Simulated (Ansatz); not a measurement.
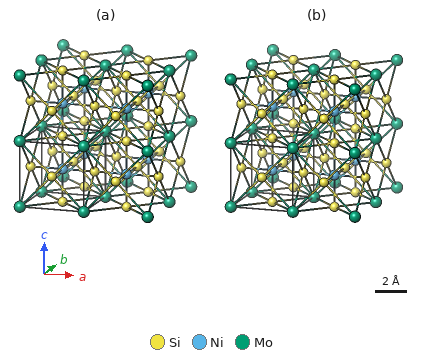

The structure of a crystal of Si₃NiMo (a generated structure, set up in Pm-3m) (coarse preliminary run) before (left) and after (right) a relaxation, at one scale.

A ball-and-stick model of the cell of the calculation, repeated 2 × 2 × 2 with one cell outlined, seen slightly off an axis.

Level of theory: Ansatz 0.2.0, DFT PBE, scalar-relativistic, plane waves, PAW.

Input
```yaml
crystal:
  lattice:
    - [4.47826521, 0.0, 0.0]
    - [0.0, 4.47826521, 0.0]
    - [0.0, 0.0, 4.47826521]
  atoms:
    - { symbol: Si, position: [0.0, 0.5, 0.5] }
    - { symbol: Si, position: [0.5, 0.0, 0.5] }
    - { symbol: Si, position: [0.5, 0.5, 0.0] }
    - { symbol: Ni, position: [0.5, 0.5, 0.5], spin: 2.0 }
    - { symbol: Mo, position: [0.0, 0.0, 0.0] }
basis:
  ecutwfc: 420
kpoints:
  mp_grid: { grid: [4, 4, 4] }
hamiltonian:
  xc: pbe
scf:
  occupations: { method: gaussian, width: 0.1 }
  lower_state_search: "off"
output:
  forces: true
  stress: true
  eigenvalues: true
  populations: true
magnetization:
  spin_polarized: true
relax:
  adjacent_minimum: "off"
  f_tol: 0.04
  max_steps: 70
  cell: { stress_tol: 0.4 }
```

Launched with:
```bash
ansatz run input.yaml --threads 1 --pin off --max-ram 2560MiB --backend cpu --events-out ev --progress --plain --runs-dir out
```

Question: What changed between the two?

Answer: The energy falls by 36.7 meV per atom in 2 accepted moves (3 points after the start). All forces vanish by symmetry, so only the cell relaxes. Pressure: −7.23 GPa at the start and 0.10 GPa at the end. The SCF was repeated once at an unchanged geometry on a basis and grid sized afresh for the cell, which shifted the energy by 0.3 meV per atom at most. No atom moves by more than 0.005 Å relative to the cell. The volume changes by −8.7 %, with a = b = c 4.478 → 4.344 Å (−3.0 %). Near-neighbour distances that change, for instance: Si1–Mo5 3.167 → 3.072 Å, Si1–Ni4 2.239 → 2.172 Å. The space group stays Pm-3m (No. 221). Cost: 22 s on 1 thread of Arm Neoverse V1 (shared host), peak memory 0.37 GiB.
